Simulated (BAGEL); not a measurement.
**GeHCl3 (SMILES [Cl][GeH]([Cl])[Cl]) at PBE0/cc-pVDZ (density fitting with qzvpp-jkfit)**

What is the energy change on altering one bond length of GeHCl3 at PBE0/cc-pVDZ (density fitting with qzvpp-jkfit)? 

Program for the calculation: BAGEL 1.2.2.

2 further runs of the same task are left out: 2 set aside as unsound or not needed.

## Step 1: Starting point

The species is GeHCl3 (5 atoms), meant as a singlet with charge 0. As SMILES, `[Cl][GeH]([Cl])[Cl]`. The coordinates come from a PBE0-D4/def2-TZVP relaxation.

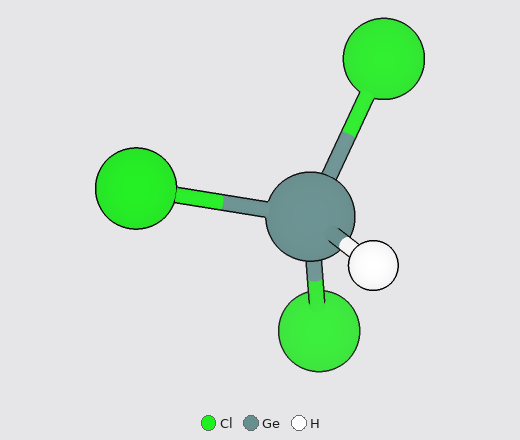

Viewed from a chosen angle; chlorine green, germanium teal, hydrogen white.

## Step 2: A single-point energy at PBE0/cc-pVDZ (density fitting with qzvpp-jkfit)

Contents of dft.json:

```json
{ "bagel" : [

{
  "title" : "molecule",
  "basis" : "cc-pvdz.json",
  "df_basis" : "qzvpp-jkfit",
  "angstrom" : true,
  "geometry" : [
    { "atom" : "Cl", "xyz" : [   -1.177700,   -0.012800,    1.700700 ] },
    { "atom" : "Ge", "xyz" : [    0.102400,    0.090600,    0.006200 ] },
    { "atom" : "Cl", "xyz" : [    1.117900,   -1.767600,   -0.185300 ] },
    { "atom" : "Cl", "xyz" : [   -1.095100,    0.385600,   -1.725800 ] },
    { "atom" : "H", "xyz" : [    1.102600,    1.230700,    0.163000 ] }
  ]
},
{
  "title" : "ks",
  "xc_func" : "pbe0"
},
{
  "title" : "print",
  "file" : "orbitals.molden",
  "orbitals" : true
}

]}
```

The basis set cc-pVDZ is read from a file made from the Basis Set Exchange's data (not shown).

Run with:

```bash
$ BAGEL_NUM_THREADS=1 BAGEL dft.json > dft.out
```

The program printed:

```text
* using 1 threads per process

  ===============================================================
  ===============================================================

  *** Geometry ***

  { "atom" : "Cl", "xyz" : [     -2.225530,     -0.024188,      3.213857 ] },
  { "atom" : "Ge", "xyz" : [      0.193508,      0.171209,      0.011716 ] },
  { "atom" : "Cl", "xyz" : [      2.112525,     -3.340280,     -0.350166 ] },
  { "atom" : "Cl", "xyz" : [     -2.069439,      0.728678,     -3.261289 ] },
  { "atom" : "H", "xyz" : [      2.083612,      2.325686,      0.308025 ] },

  Number of auxiliary basis functions:      668

  Since a DF basis is specified, we compute 2- and 3-index integrals:
    o Being stored without compression. Storage requirement is 0.040 GB

  Number of basis functions:       86
  Number of electrons      :       84

    * METHOD: MOLECULE                             0.42

  *** Kohn-Sham DFT ***

    * Removing 9042 points whose weight is below 1.00e-10
    * Grid points: 65488

  === Nuclear Repulsion ===
   559.1855802501

       - DIIS with orbital gradients will be used.

  === KS iteration (pbe0 / cc-pvdz.json) ===
      0      -3434.12898862          0.12207977           0.47
      1      -3367.44413167          0.19296150           0.43
      2      -3417.00193318          0.08767127           0.43
      3      -3448.77795910          0.08297528           0.41
      4      -3452.30439668          0.06837162           0.42
      5      -3455.31167868          0.05376359           0.42
      6      -3454.47678893          0.06959086           0.42
      7      -3455.87266266          0.04345549           0.43
      8      -3456.83426970          0.02844471           0.43
      9      -3457.56015228          0.00490665           0.42
     10      -3457.58546970          0.00274564           0.43
     11      -3457.59799692          0.00038578           0.43
     12      -3457.59819489          0.00007597           0.43
     13      -3457.59820249          0.00003192           0.43
     14      -3457.59820357          0.00000336           0.41
     15      -3457.59820358          0.00000127           0.42
     16      -3457.59820358          0.00000060           0.39
     17      -3457.59820358          0.00000020           0.42
     18      -3457.59820358          0.00000005           0.42
     19      -3457.59820358          0.00000002           0.42
     20      -3457.59820358          0.00000000           0.42
    * SCF iteration converged.

    * Permanent dipole moment:
           (   -0.408293,    -0.465421,    -0.063921) a.u.

    * METHOD: KS                                   9.20

    * METHOD: PRINT                                0.01

  ===============================================================
```

Run time: 9.9 s. Hardware: 1 thread of Arm Neoverse V2, shared host; peak memory 0.36 GiB.

## Step 3: The distorted shape

Contents of input.json:

```json
{ "bagel": [

{
  "title": "molecule",
  "basis": "cc-pvdz.json",
  "df_basis": "qzvpp-jkfit",
  "angstrom": true,
  "geometry": [
    { "atom": "Cl", "xyz": [   -2.396306,    2.217050,    1.930501 ] },
    { "atom": "Ge", "xyz": [   -1.116206,    2.320450,    0.236001 ] },
    { "atom": "Cl", "xyz": [    1.117900,   -1.767600,   -0.185300 ] },
    { "atom": "Cl", "xyz": [   -2.313706,    2.615450,   -1.495999 ] },
    { "atom": "H", "xyz": [   -0.116006,    3.460550,    0.392801 ] }
  ]
},
{
  "title": "ks",
  "xc_func": "pbe0"
},
{
  "title": "print",
  "file": "orbitals.molden",
  "orbitals": true
}

]}
```

The basis set cc-pVDZ is read from a file made from the Basis Set Exchange's data (not shown).

Run with:

```bash
$ BAGEL_NUM_THREADS=1 BAGEL input.json > input.out
```

The program printed:

```text
* using 1 threads per process

  ===============================================================
  ===============================================================

  *** Geometry ***

  { "atom" : "Cl", "xyz" : [     -4.528362,      4.189617,      3.648118 ] },
  { "atom" : "Ge", "xyz" : [     -2.109324,      4.385015,      0.445977 ] },
  { "atom" : "Cl", "xyz" : [      2.112525,     -3.340280,     -0.350166 ] },
  { "atom" : "Cl", "xyz" : [     -4.372271,      4.942484,     -2.827028 ] },
  { "atom" : "H", "xyz" : [     -0.219220,      6.539492,      0.742286 ] },

  Number of auxiliary basis functions:      668

  Since a DF basis is specified, we compute 2- and 3-index integrals:
    o Being stored without compression. Storage requirement is 0.040 GB

  Number of basis functions:       86
  Number of electrons      :       84

    * METHOD: MOLECULE                             0.40

  *** Kohn-Sham DFT ***

    * Removing 7370 points whose weight is below 1.00e-10
    * Grid points: 67160

  === Nuclear Repulsion ===
   448.8628923423

       - DIIS with orbital gradients will be used.

  === KS iteration (pbe0 / cc-pvdz.json) ===
      0      -3418.37746724          0.10468440           0.42
      1      -3265.54508907          0.14457735           0.39
      2      -3241.13089365          0.09355210           0.38
      3      -3341.99048608          0.02926889           0.40
      4      -3301.05299895          0.11833209           0.39
      5      -3301.91431045          0.11621442           0.40
      6      -3301.91537391          0.11621952           0.40
      7      -3297.95882043          0.12893996           0.40
      8      -3235.26990774          0.11625636           0.42
      9      -3268.76680948          0.14202455           0.42
     10      -3390.62604376          0.07963169           0.42
     11      -3436.08831852          0.06239455           0.41
     12      -3436.82272173          0.06512428           0.42
     13      -3439.34973431          0.05054352           0.42
     14      -3449.26316161          0.02828967           0.42
     15      -3456.19822177          0.02812265           0.42
     16      -3454.67180376          0.03831594           0.42
     17      -3457.02395254          0.01031664           0.42
     18      -3457.28903006          0.00597363           0.42
     19      -3456.83160843          0.00882286           0.42
     20      -3457.32250394          0.00393674           0.42
     21      -3457.36868273          0.00371510           0.42
     22      -3456.94610177          0.00675775           0.41
     23      -3457.33707259          0.00364554           0.42
     24      -3457.33449361          0.00363246           0.43
     25      -3457.34001717          0.00363070           0.42
     26      -3457.32536633          0.00374480           0.42
[... 27 lines of this table left out ...]
     54      -3457.42685087          0.00008772           0.41
     55      -3457.42684967          0.00012369           0.41
     56      -3457.42687484          0.00001418           0.42
     57      -3457.42687941          0.00001600           0.41
     58      -3457.42688008          0.00000894           0.41
     59      -3457.42688035          0.00000119           0.41
     60      -3457.42688035          0.00000037           0.41
     61      -3457.42688036          0.00000024           0.41
     62      -3457.42688036          0.00000006           0.41
     63      -3457.42688036          0.00000004           0.41
     64      -3457.42688036          0.00000005           0.42
     65      -3457.42688036          0.00000001           0.42
     66      -3457.42688036          0.00000001           0.42
    * SCF iteration converged.

    * Permanent dipole moment:
           (    1.049568,    -2.807218,    -0.301002) a.u.

    * METHOD: KS                                  27.98

    * METHOD: PRINT                                0.01

  ===============================================================
```

Run time: 29 s. Hardware: 1 thread of Arm Neoverse V2, shared host; peak memory 0.36 GiB.

## Step 4: Outcome

Level: PBE0/cc-pVDZ (density fitting with qzvpp-jkfit).

| quantity | value |
| --- | --- |
| first shape: total energy | -3457.59820 Eh |
| first shape: dipole moment | 1.58 D |
| first shape: HOMO energy | -9.33 eV |
| first shape: LUMO energy | -1.37 eV |
| first shape: HOMO–LUMO gap | 7.96 eV |
| distorted shape: total energy | -3457.42688 Eh |
| distorted shape: dipole moment | 7.66 D |
| distorted shape: HOMO energy | -7.19 eV |
| distorted shape: LUMO energy | -6.03 eV |
| distorted shape: HOMO–LUMO gap | 1.17 eV |
| energy change with the Ge2–Cl3 bond stretched from 2.126 to 4.678 Å | 4.662 eV |

**Reading.** One bond (distorted shape) is far stretched, which a spin-restricted single reference describes badly; a broken-symmetry solution may lie lower. With the Ge2–Cl3 bond stretched from 2.126 to 4.678 Å the energy rises by 4.66 eV (450 kJ/mol). The first shape isn't relaxed at this level, so the change isn't measured from a minimum. A restricted reference can't describe the breaking bond well at this length.
